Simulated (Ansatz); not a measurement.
# C2H3Al (ethynylalumane) at CAM-B3LYP/def2-TZVP

What is the electronic atomisation energy of C2H3Al (ethynylalumane) at CAM-B3LYP/def2-TZVP? 

Program for the calculation: Ansatz 0.2.0.

37 further runs of the same task are left out: 1 that didn't finish, 36 set aside as unsound or not needed. Runs told in other sessions of the task aren't counted.

### Step 1. The structure to begin with

The species is C2H3Al (6 atoms), meant as a singlet with charge 0. As SMILES, `C#[C][AlH2]`. The shape is that of a PBE0-D4/def2-TZVP optimisation.

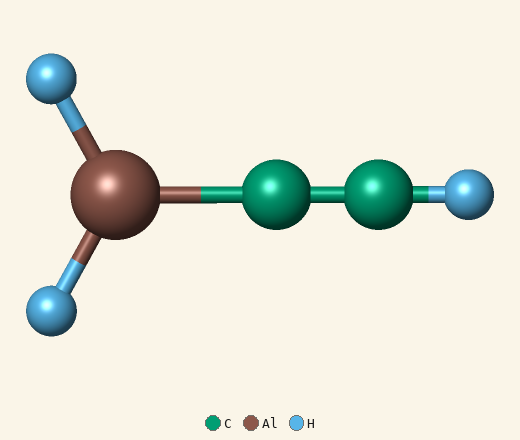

The structure, seen from a chosen angle (carbon teal, aluminium brown, hydrogen blue).

### Step 2. The energy at CAM-B3LYP/def2-TZVP

The input, molecule.yaml:

```yaml
basis:
  gaussian:
    orbitals: def2-TZVP
crystal:
  periodic: [false, false, false]
  atoms:
    - {symbol: C, position_ang: [-0.792800, -1.637600, -0.298100]}
    - {symbol: C, position_ang: [-0.266100, -0.564200, -0.106200]}
    - {symbol: Al, position_ang: [0.564800, 1.124200, 0.195000]}
    - {symbol: H, position_ang: [-1.257000, -2.583100, -0.467400]}
    - {symbol: H, position_ang: [1.356700, 1.804700, -0.990500]}
    - {symbol: H, position_ang: [0.436600, 1.792000, 1.621000]}
hamiltonian:
  xc: {name: CAM-B3LYP}
accuracy: high
output: {orbitals: {seedname: orbitals}}
```

Run with:

```bash
$ ansatz run molecule.yaml --threads 1 --pin off --max-ram 3480MiB --events-out events.jsonl --progress --plain --runs-dir runs
```

Standard output:

```text
Warning: RAYON_NUM_THREADS=1 ignored (pool sized by the plan → 1); use --threads N
Functional definition: CAM-B3LYP
  name "CAM-B3LYP"
  parameter alpha = 0.19
  parameter beta = 0.46
  parameter omega = 0.33/bohr
  parameter ac = 0.81
  exchange = (1 - alpha - beta)*b88_x + beta*b88_x_sr(omega) + alpha*exact_x + beta*exact_x_lr(omega)
  correlation = (1 - ac)*vwn5_c + ac*lyp_c
1904 factors; integrals over basis functions are off by at most 5.6e-9 eV
422 factors; integrals over basis functions are off by at most 1.8e-9 eV
mean field evaluation 1: about -8713.4708 eV, gradient 4.1e1 eV
mean field evaluation 2: about -8714.2952 eV, gradient 3.5e1 eV
mean field evaluation 4: about -8717.5139 eV, gradient 2.6e0 eV
mean field evaluation 8: about -8717.5274 eV, gradient 4.9e-2 eV
mean field evaluation 16: about -8717.5274 eV, gradient 6.4e-6 eV
mean field -8717.52744579 eV, -320.3632246803 hartree, gradient 4.6e-8 eV, S^2 0.000000; 0 other end points of the search recorded, 0 dependent functions left out
reference -8717.52746468 eV, -320.3632253748 hartree; 14, 14 occupied and 103, 103 virtual orbitals, 1904 factors
Total energy: -8717.52746468 eV, -320.3632253748 hartree
```

Run time: 9 s. Hardware: 1 thread of Intel Xeon Platinum 8259CL at 2.50GHz (Skylake/Cascade Lake), shared host; peak memory 0.37 GiB.

### Step 3. The Al atom at the same level

The input, molecule.yaml:

```yaml
crystal:
  periodic: [false, false, false]
  atoms:
    - {symbol: Al, position_ang: [0.000000, 0.000000, 0.000000]}
basis:
  gaussian:
    orbitals: def2-TZVP
magnetization:
  spin_polarized: true
  initial_magnetization: 1
hamiltonian:
  xc: {name: CAM-B3LYP}
accuracy: high
```

Run the same way, it converges to -242.36798 Eh (log not shown).

### Step 4. The C atom

The input, job.yaml:

```yaml
crystal:
  periodic: [false, false, false]
  atoms:
    - symbol: C
      position_ang: [0.000000, 0.000000, 0.000000]
basis:
  gaussian: {orbitals: def2-TZVP}
magnetization: {spin_polarized: true, initial_magnetization: 2}
hamiltonian: {xc: {name: CAM-B3LYP}}
accuracy: high
```

Run the same way, it converges to -37.83702 Eh (log not shown).

### Step 5. The H atom at the same level

The input, input.yaml:

```yaml
crystal:
  periodic: [false, false, false]
  atoms:
    - {symbol: H, position_ang: [0.000000, 0.000000, 0.000000]}
basis:
  gaussian:
    orbitals: def2-TZVP
magnetization:
  spin_polarized: true
  initial_magnetization: 1
hamiltonian:
  xc: {name: CAM-B3LYP}
accuracy: high
```

Run the same way, it converges to -0.49881 Eh (log not shown).

### Step 6. What came out

At CAM-B3LYP/def2-TZVP:

| quantity | value |
| --- | --- |
| molecule: total energy | -320.36323 Eh |
| molecule: HOMO energy | -9.40 eV |
| molecule: LUMO energy | -0.93 eV |
| molecule: HOMO–LUMO gap | 8.48 eV |
| Al atom: total energy | -242.36798 Eh |
| Al atom: ⟨S²⟩ | 0.756 |
| C atom: total energy | -37.83702 Eh |
| C atom: ⟨S²⟩ | 2.004 |
| H atom: total energy | -0.49881 Eh |
| H atom: ⟨S²⟩ | 0.750 |
| electronic atomisation energy | 22.443 eV |

What this shows: Taking the molecule apart into free atoms costs 22.44 eV (2165 kJ/mol), before zero-point energy and without spin-orbit coupling.
